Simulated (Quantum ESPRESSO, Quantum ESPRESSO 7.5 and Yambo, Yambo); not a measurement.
# BaTiO3 (P4mm): G0W0 with Yambo, start to end

Wanted: ground state, empty states, screening and self-energy for BaTiO3 (P4mm).

Main program and level: Quantum ESPRESSO 7.5 and Yambo 5.3.0; PBE and many-body steps on it, plane waves.

The database entry behind the starting cell differs from later determinations by our own check (c/a about 0.6 % short), so it need not match the best structure at ambient conditions.

## 1. The starting structure

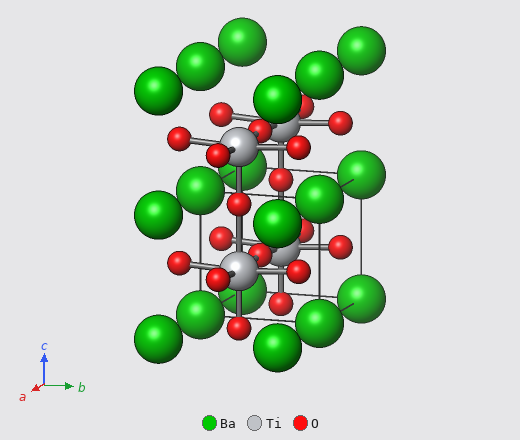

Start, viewed slightly off an axis; barium green, titanium light grey, oxygen red. 2×1×2 cells are drawn. Some periodic images of atoms are drawn too.

Geometry: measured (diffraction); atoms relaxed with PBE. The runs that relaxed it are not among those shown. Spin-orbit coupling is left out unless a step names it.

## 2. Ground state

This step: Quantum ESPRESSO 7.5; DFT, PBE, plane waves, norm-conserving pseudopotentials.

The ground-state density comes first.

The input, pw.in:

```
&control
  calculation = 'scf'
  prefix = 'x'
  outdir = 'o'
  pseudo_dir = 'pseudo'
/
&system
  ibrav = 0
  nat = 5
  ntyp = 3
  ecutwfc = 76.0
  nbnd = 26
  force_symmorphic = .true.
/
&electrons
  conv_thr = 1e-10
  electron_maxstep = 80
  mixing_beta = 0.5
/
ATOMIC_SPECIES
  Ba 137.33 Ba.upf
  Ti 47.867 Ti.upf
  O 15.999 O.upf
CELL_PARAMETERS angstrom
  3.9998000000 0.0000000000 0.0000000000
  0.0000000000 3.9998000000 0.0000000000
  0.0000000000 0.0000000000 4.0180000000
ATOMIC_POSITIONS crystal
  Ba 0.0000000000 0.0000000000 0.0007199741
  Ti 0.5000000000 0.5000000000 0.4856287386
  O 0.5000000000 0.5000000000 0.0253431139
  O 0.5000000000 0.0000000000 0.5156540867
  O 0.0000000000 0.5000000000 0.5156540867
K_POINTS automatic
  6 6 6 0 0 0
```

The run is started by

```bash
$ OMP_NUM_THREADS=1 mpirun -n 4 pw.x -nk 4 -in pw.in > pw.out
```

Log:

```text
Program PWSCF v.7.5 starts

     This program is part of the open-source Quantum ESPRESSO suite
     for quantum simulation of materials; please cite
         "P. Giannozzi et al., J. Phys.:Condens. Matter 21 395502 (2009);
         "P. Giannozzi et al., J. Phys.:Condens. Matter 29 465901 (2017);
         "P. Giannozzi et al., J. Chem. Phys. 152 154105 (2020);
     in publications or presentations arising from this work. More details at
     Message from routine setup:
     using ibrav=0 with symmetry is DISCOURAGED, use correct ibrav instead

     G-vector sticks info

     bravais-lattice index     =            0
     lattice parameter (alat)  =       7.5585  a.u.
     unit-cell volume          =     433.7935 (a.u.)^3
     number of atoms/cell      =            5
     number of atomic types    =            3
     number of electrons       =        40.00
     number of Kohn-Sham states=           26
     kinetic-energy cutoff     =      76.0000  Ry
     charge density cutoff     =     304.0000  Ry
     scf convergence threshold =      1.0E-10
     mixing beta               =       0.5000
     number of iterations used =            8  plain     mixing
     Exchange-correlation= PBE
                           (   1   4   3   4   0   0   0)

     celldm(1)=   7.558527  celldm(2)=   0.000000  celldm(3)=   0.000000
     celldm(4)=   0.000000  celldm(5)=   0.000000  celldm(6)=   0.000000

     crystal axes: (cart. coord. in units of alat)
               a(1) = (   1.000000   0.000000   0.000000 )
               a(2) = (   0.000000   1.000000   0.000000 )
               a(3) = (   0.000000   0.000000   1.004550 )

     reciprocal axes: (cart. coord. in units 2 pi/alat)
               b(1) = (  1.000000  0.000000  0.000000 )
               b(2) = (  0.000000  1.000000  0.000000 )
               b(3) = (  0.000000  0.000000  0.995470 )
     Pseudo is Norm-conserving + core correction, Zval = 10.0
     Generated using ONCVPSP code by D. R. Hamann
     Using radial grid of 1958 points,  6 beta functions with:
     Pseudo is Norm-conserving + core correction, Zval = 12.0
     Generated using ONCVPSP code by D. R. Hamann
     Using radial grid of 1586 points,  6 beta functions with:
     Pseudo is Norm-conserving + core correction, Zval =  6.0
     Generated using ONCVPSP code by D. R. Hamann
     Using radial grid of  936 points,  5 beta functions with:
     Ba               10.00   137.33000     Ba( 1.00)
     Ti               12.00    47.86700     Ti( 1.00)
     O                 6.00    15.99900     O ( 1.00)

      8 Sym. Ops. (no inversion) found

   Cartesian axes

     site n.     atom                  positions (alat units)
         1        Ba     tau(   1) = (   0.0000000   0.0000000   0.0007233  )
         2        Ti     tau(   2) = (   0.5000000   0.5000000   0.4878385  )
         3        O      tau(   3) = (   0.5000000   0.5000000   0.0254584  )
         4        O      tau(   4) = (   0.5000000   0.0000000   0.5180004  )
         5        O      tau(   5) = (   0.0000000   0.5000000   0.5180004  )

     number of k points=    40
                       cart. coord. in units 2pi/alat
        k(    1) = (   0.0000000   0.0000000   0.0000000), wk =   0.0092593
        k(    2) = (   0.0000000   0.0000000   0.1659117), wk =   0.0185185
        k(    3) = (   0.0000000   0.0000000   0.3318235), wk =   0.0185185
        k(    4) = (   0.0000000   0.0000000  -0.4977352), wk =   0.0092593
        k(    5) = (   0.0000000   0.1666667   0.0000000), wk =   0.0370370
        k(    6) = (   0.0000000   0.1666667   0.1659117), wk =   0.0740741
        k(    7) = (   0.0000000   0.1666667   0.3318235), wk =   0.0740741
        k(    8) = (   0.0000000   0.1666667  -0.4977352), wk =   0.0370370
        k(    9) = (   0.0000000   0.3333333   0.0000000), wk =   0.0370370
        k(   10) = (   0.0000000   0.3333333   0.1659117), wk =   0.0740741
     [... 28 further rows ...]
        k(   39) = (  -0.5000000  -0.5000000   0.3318235), wk =   0.0185185
        k(   40) = (  -0.5000000  -0.5000000  -0.4977352), wk =   0.0092593

     Dense  grid:    38811 G-vectors     FFT dimensions: (  45,  45,  45)

     Initial potential from superposition of free atoms

     starting charge      39.9818, renormalised to      40.0000
     Starting wfcs are   27 randomized atomic wfcs

     per-process dynamical memory:    49.1 Mb

     Self-consistent Calculation

     iteration #  1     ecut=    76.00 Ry     beta= 0.50

     total energy              =    -273.98032554 Ry
     estimated scf accuracy    <       1.91638210 Ry

     iteration #  2     ecut=    76.00 Ry     beta= 0.50

     total energy              =    -273.50386336 Ry
     estimated scf accuracy    <       6.50968016 Ry

     iteration #  3     ecut=    76.00 Ry     beta= 0.50

     total energy              =    -274.78934442 Ry
     estimated scf accuracy    <       0.33230240 Ry

     iteration #  4     ecut=    76.00 Ry     beta= 0.50

     total energy              =    -274.73644867 Ry
     estimated scf accuracy    <       0.14219338 Ry

     iteration #  5     ecut=    76.00 Ry     beta= 0.50

     total energy              =    -274.77301103 Ry
     estimated scf accuracy    <       0.01739636 Ry

     iteration #  6     ecut=    76.00 Ry     beta= 0.50

     total energy              =    -274.77155262 Ry
     estimated scf accuracy    <       0.00695242 Ry

     iteration #  7     ecut=    76.00 Ry     beta= 0.50

     total energy              =    -274.77220460 Ry
     estimated scf accuracy    <       0.00021973 Ry

     iteration #  8     ecut=    76.00 Ry     beta= 0.50

     total energy              =    -274.77229251 Ry
     estimated scf accuracy    <       0.00014479 Ry

     iteration #  9     ecut=    76.00 Ry     beta= 0.50

     total energy              =    -274.77228744 Ry
     estimated scf accuracy    <       0.00003202 Ry

     iteration # 10     ecut=    76.00 Ry     beta= 0.50

     total energy              =    -274.77229307 Ry
     estimated scf accuracy    <       0.00000012 Ry

     iteration # 11     ecut=    76.00 Ry     beta= 0.50

     total energy              =    -274.77229313 Ry
     estimated scf accuracy    <       0.00000002 Ry

     iteration # 12     ecut=    76.00 Ry     beta= 0.50

     total energy              =    -274.77229313 Ry
     estimated scf accuracy    <          4.7E-09 Ry

     iteration # 13     ecut=    76.00 Ry     beta= 0.50

     total energy              =    -274.77229313 Ry
     estimated scf accuracy    <          1.3E-10 Ry

     iteration # 14     ecut=    76.00 Ry     beta= 0.50

     End of self-consistent calculation

          k = 0.0000 0.0000 0.0000 (  4929 PWs)   bands (ev):

   -46.0800 -22.3758 -22.3131 -22.3131 -14.4232  -6.4520  -5.8243  -5.7142
     0.4096   0.4096   0.4207   8.0705   8.0945   8.0945   9.0796   9.0796
     9.2764  10.0332  10.0862  10.0862  12.2714  12.5874  12.5874  14.5046
    14.6920  15.4288

          k = 0.0000 0.0000 0.1659 (  4865 PWs)   bands (ev):

   -46.0798 -22.3885 -22.3126 -22.3126 -14.3952  -6.4493  -5.8231  -5.7059
     0.4479   0.4479   0.5294   7.6085   8.0178   8.0178   8.8181   8.8181
     9.0519   9.5288   9.9893   9.9893  12.3082  13.0028  13.0028  14.5035
    15.3019  15.9192

          k = 0.0000 0.0000 0.3318 (  4857 PWs)   bands (ev):

   -46.0793 -22.4138 -22.3116 -22.3116 -14.3382  -6.5478  -5.6974  -5.6890
     0.5274   0.5274   0.7436   6.7350   7.7900   7.7900   8.4864   8.4864
     8.6632   8.8001   9.8061   9.8061  12.3842  13.7417  13.7417  14.5043
    16.2053  17.2198

          k = 0.0000 0.0000-0.4977 (  4878 PWs)   bands (ev):

     [... further k-points ...]

     highest occupied, lowest unoccupied level (ev):    10.4265   12.2714

!    total energy              =    -274.77229313 Ry
     estimated scf accuracy    <          5.1E-12 Ry

     The total energy is the sum of the following terms:
     one-electron contribution =     -71.79380112 Ry
     hartree contribution      =      59.93795220 Ry
     xc contribution           =     -56.12026619 Ry
     ewald contribution        =    -206.79617803 Ry

     convergence has been achieved in  14 iterations

     XML data file, charge density, pseudopotentials, collected wavefunctions

=------------------------------------------------------------------------------=
   JOB DONE.
=------------------------------------------------------------------------------=
```

Wall time 23 s (4 MPI ranks of Arm Neoverse V2, shared host); peak memory 0.37 GiB; 92 s of CPU time.

This step gave:

* total energy: -3738.4675 eV
* gap: 1.845 eV
* k of the valence top: -0.5, -0.5, -0.5
* k of the conduction bottom: 0, 0, 0
* least direct gap: 2.185 eV

The gap is indirect, with the least direct gap 0.34 eV higher.

## 3. Bands along the symmetry lines

Levels along a band path, at the cheap level, show where the edges lie and whether the meshes to come will hold them.

The input, pw.in:

```
&control
  calculation = 'bands'
  prefix = 'x'
  outdir = 'o'
  pseudo_dir = 'pseudo'
/
&system
  ibrav = 0
  nat = 5
  ntyp = 3
  ecutwfc = 76.0
  nbnd = 26
  force_symmorphic = .true.
/
&electrons
  conv_thr = 1e-9
  electron_maxstep = 80
  diago_full_acc = .true.
  diago_thr_init = 5e-6
/
ATOMIC_SPECIES
  Ba 137.33 Ba.upf
  Ti 47.867 Ti.upf
  O 15.999 O.upf
CELL_PARAMETERS angstrom
  3.9998000000 0.0000000000 0.0000000000
  0.0000000000 3.9998000000 0.0000000000
  0.0000000000 0.0000000000 4.0180000000
ATOMIC_POSITIONS crystal
  Ba 0.0000000000 0.0000000000 0.0007199741
  Ti 0.5000000000 0.5000000000 0.4856287386
  O 0.5000000000 0.5000000000 0.0253431139
  O 0.5000000000 0.0000000000 0.5156540867
  O 0.0000000000 0.5000000000 0.5156540867
K_POINTS crystal
  75
  0.00000000 0.00000000 0.00000000 1
  0.00000000 0.06250000 0.00000000 1
  0.00000000 0.12500000 0.00000000 1
  0.00000000 0.18750000 0.00000000 1
  0.00000000 0.25000000 0.00000000 1
  0.00000000 0.31250000 0.00000000 1
  0.00000000 0.37500000 0.00000000 1
  0.00000000 0.43750000 0.00000000 1
  0.00000000 0.50000000 0.00000000 1
  0.06250000 0.50000000 0.00000000 1
  0.12500000 0.50000000 0.00000000 1
  0.18750000 0.50000000 0.00000000 1
  0.25000000 0.50000000 0.00000000 1
  0.31250000 0.50000000 0.00000000 1
  0.37500000 0.50000000 0.00000000 1
  0.43750000 0.50000000 0.00000000 1
  0.50000000 0.50000000 0.00000000 1
  0.43750000 0.43750000 0.00000000 1
  0.37500000 0.37500000 0.00000000 1
  0.31250000 0.31250000 0.00000000 1
  0.25000000 0.25000000 0.00000000 1
  0.18750000 0.18750000 0.00000000 1
  0.12500000 0.12500000 0.00000000 1
  0.06250000 0.06250000 0.00000000 1
  0.00000000 0.00000000 0.00000000 1
  0.00000000 0.00000000 0.06250000 1
  0.00000000 0.00000000 0.12500000 1
  0.00000000 0.00000000 0.18750000 1
  0.00000000 0.00000000 0.25000000 1
  0.00000000 0.00000000 0.31250000 1
  0.00000000 0.00000000 0.37500000 1
  0.00000000 0.00000000 0.43750000 1
  0.00000000 0.00000000 0.50000000 1
  0.00000000 0.06250000 0.50000000 1
  0.00000000 0.12500000 0.50000000 1
  0.00000000 0.18750000 0.50000000 1
  0.00000000 0.25000000 0.50000000 1
  0.00000000 0.31250000 0.50000000 1
  0.00000000 0.37500000 0.50000000 1
  0.00000000 0.43750000 0.50000000 1
  0.00000000 0.50000000 0.50000000 1
  0.06250000 0.50000000 0.50000000 1
  0.12500000 0.50000000 0.50000000 1
  0.18750000 0.50000000 0.50000000 1
  0.25000000 0.50000000 0.50000000 1
  0.31250000 0.50000000 0.50000000 1
  0.37500000 0.50000000 0.50000000 1
  0.43750000 0.50000000 0.50000000 1
  0.50000000 0.50000000 0.50000000 1
  0.43750000 0.43750000 0.50000000 1
  0.37500000 0.37500000 0.50000000 1
  0.31250000 0.31250000 0.50000000 1
  0.25000000 0.25000000 0.50000000 1
  0.18750000 0.18750000 0.50000000 1
  0.12500000 0.12500000 0.50000000 1
  0.06250000 0.06250000 0.50000000 1
  0.00000000 0.00000000 0.50000000 1
  0.00000000 0.50000000 0.00000000 1
  0.00000000 0.50000000 0.06250000 1
  0.00000000 0.50000000 0.12500000 1
  0.00000000 0.50000000 0.18750000 1
  0.00000000 0.50000000 0.25000000 1
  0.00000000 0.50000000 0.31250000 1
  0.00000000 0.50000000 0.37500000 1
  0.00000000 0.50000000 0.43750000 1
  0.00000000 0.50000000 0.50000000 1
  0.50000000 0.50000000 0.00000000 1
  0.50000000 0.50000000 0.06250000 1
  0.50000000 0.50000000 0.12500000 1
  0.50000000 0.50000000 0.18750000 1
  0.50000000 0.50000000 0.25000000 1
  0.50000000 0.50000000 0.31250000 1
  0.50000000 0.50000000 0.37500000 1
  0.50000000 0.50000000 0.43750000 1
  0.50000000 0.50000000 0.50000000 1
```

Log:

```text
[banner, memory and clock lines left out]
Program PWSCF v.7.5 starts

     Atomic positions and unit cell read from directory:
     o/x.save/

     Message from routine setup:
     using ibrav=0 with symmetry is DISCOURAGED, use correct ibrav instead

     G-vector sticks info

     bravais-lattice index     =            0
     lattice parameter (alat)  =       7.5585  a.u.
     unit-cell volume          =     433.7935 (a.u.)^3
     number of atoms/cell      =            5
     number of atomic types    =            3
     number of electrons       =        40.00
     number of Kohn-Sham states=           26
     kinetic-energy cutoff     =      76.0000  Ry
     charge density cutoff     =     304.0000  Ry
     Exchange-correlation= PBE
                           (   1   4   3   4   0   0   0)

     celldm(1)=   7.558527  celldm(2)=   0.000000  celldm(3)=   0.000000
     celldm(4)=   0.000000  celldm(5)=   0.000000  celldm(6)=   0.000000

     crystal axes: (cart. coord. in units of alat)
               a(1) = (   1.000000   0.000000   0.000000 )
               a(2) = (   0.000000   1.000000   0.000000 )
               a(3) = (   0.000000   0.000000   1.004550 )

     reciprocal axes: (cart. coord. in units 2 pi/alat)
               b(1) = (  1.000000  0.000000  0.000000 )
               b(2) = (  0.000000  1.000000  0.000000 )
               b(3) = (  0.000000  0.000000  0.995470 )
     Pseudo is Norm-conserving + core correction, Zval = 10.0
     Generated using ONCVPSP code by D. R. Hamann
     Using radial grid of 1958 points,  6 beta functions with:
     Pseudo is Norm-conserving + core correction, Zval = 12.0
     Generated using ONCVPSP code by D. R. Hamann
     Using radial grid of 1586 points,  6 beta functions with:
     Pseudo is Norm-conserving + core correction, Zval =  6.0
     Generated using ONCVPSP code by D. R. Hamann
     Using radial grid of  936 points,  5 beta functions with:
     Ba               10.00   137.33000     Ba( 1.00)
     Ti               12.00    47.86700     Ti( 1.00)
     O                 6.00    15.99900     O ( 1.00)

      8 Sym. Ops. (no inversion) found

   Cartesian axes

     site n.     atom                  positions (alat units)
         1        Ba     tau(   1) = (   0.0000000   0.0000000   0.0007233  )
         2        Ti     tau(   2) = (   0.5000000   0.5000000   0.4878385  )
         3        O      tau(   3) = (   0.5000000   0.5000000   0.0254584  )
         4        O      tau(   4) = (   0.5000000   0.0000000   0.5180004  )
         5        O      tau(   5) = (   0.0000000   0.5000000   0.5180004  )

     number of k points=    75
                       cart. coord. in units 2pi/alat
        k(    1) = (   0.0000000   0.0000000   0.0000000), wk =   0.0266667
        k(    2) = (   0.0000000   0.0625000   0.0000000), wk =   0.0266667
        k(    3) = (   0.0000000   0.1250000   0.0000000), wk =   0.0266667
[...]
[... 63 further rows ...]
        k(   74) = (   0.5000000   0.5000000   0.4355183), wk =   0.0266667
        k(   75) = (   0.5000000   0.5000000   0.4977352), wk =   0.0266667

     Dense  grid:    38811 G-vectors     FFT dimensions: (  45,  45,  45)

     The potential is recalculated from file :
     o/x.save/charge-density

     Starting wfcs are   27 randomized atomic wfcs

     Band Structure Calculation

     End of band structure calculation

          k = 0.0000 0.0000 0.0000 (  4929 PWs)   bands (ev):

   -46.0800 -22.3758 -22.3130 -22.3130 -14.4232  -6.4520  -5.8243  -5.7142
     0.4096   0.4096   0.4207   8.0705   8.0945   8.0945   9.0796   9.0796
     9.2765  10.0333  10.0863  10.0863  12.2715  12.5874  12.5874  14.5046
    14.6921  15.4290

          k = 0.0000 0.0625 0.0000 (  4885 PWs)   bands (ev):

[...]
14.7391  15.5077

          k = 0.0000 0.1250 0.0000 (  4865 PWs)   bands (ev):

[...]
14.9889  15.7268

[...]
k = 0.5000 0.5000 0.4355 (  4804 PWs)   bands (ev):

[...]
17.2641  18.1096

          k = 0.5000 0.5000 0.4977 (  4800 PWs)   bands (ev):

[...]
-0.3027  -0.3027  -0.2642   5.9458   6.5644   6.6508   7.9432   7.9432
     8.0334  10.2872  10.2872  10.4265  14.6558  14.6784  14.6784  16.9383
    17.1675  17.1676

     XML data file, pseudopotentials, collected wavefunctions
```

It took 11 s on 4 MPI ranks; peak memory 0.27 GiB.

Numbers from this step:

```yaml
gap: 1.845 eV
k_of_the_valence_top: 0.5, 0.5, 0.5
k_of_the_conduction_bottom: 0, 0, 0
least_direct_gap: 2.185 eV
```

The gap is 1.845 eV, as in the run before at this level.

The electronic bands at the labelled points (eV, zero at the top of the highest filled band):

```
    point  band 17  band 18  band 19  band 20  band 21  band 22  band 23  band 24
        Γ    -1.15    -0.39    -0.34    -0.34     1.84     2.16     2.16     4.08
        X    -1.82    -1.66    -1.05    -0.92     2.28     3.55     3.61     4.19
        M    -1.81    -1.04    -1.04    -0.07     3.63     3.63     4.00     4.78
        Γ    -1.15    -0.39    -0.34    -0.34     1.84     2.16     2.16     4.08
        Z    -1.94    -1.92    -0.70    -0.70     2.00     3.66     3.66     4.08
        R    -1.74    -0.90    -0.88    -0.21     3.58     3.68     4.01     4.92
        A    -2.39    -0.14    -0.14     0.00     4.23     4.25     4.25     6.51
        Z    -1.94    -1.92    -0.70    -0.70     2.00     3.66     3.66     4.08
jump to X    -1.82    -1.66    -1.05    -0.92     2.28     3.55     3.61     4.19
        R    -1.74    -0.90    -0.88    -0.21     3.58     3.68     4.01     4.92
jump to M    -1.81    -1.04    -1.04    -0.07     3.63     3.63     4.00     4.78
        A    -2.39    -0.14    -0.14     0.00     4.23     4.25     4.25     6.51
```

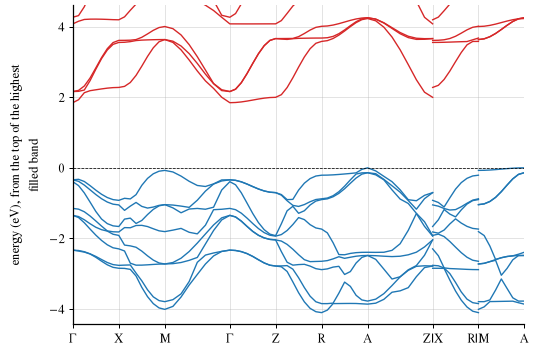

Electronic bands along the path; lines of filled and empty bands in two colours.

(Continued in part 2 of 3.)

[Paths, hosts, dates, memory and timing lines, banners, echoed tables and standing remarks are left out of the program output.]

[Logs are printed without paths, hosts, clocks, repeated set-up lines and the standing remarks that a program may print on its own settings, such as how far it seeks lower states.]

[Runs of the session that timed out or met a known fault of the program may be left out.]

[Hosts, paths, dates, database ids (printed as entryN), source tags and the programs' standing remarks are cut or masked in the printed files.]
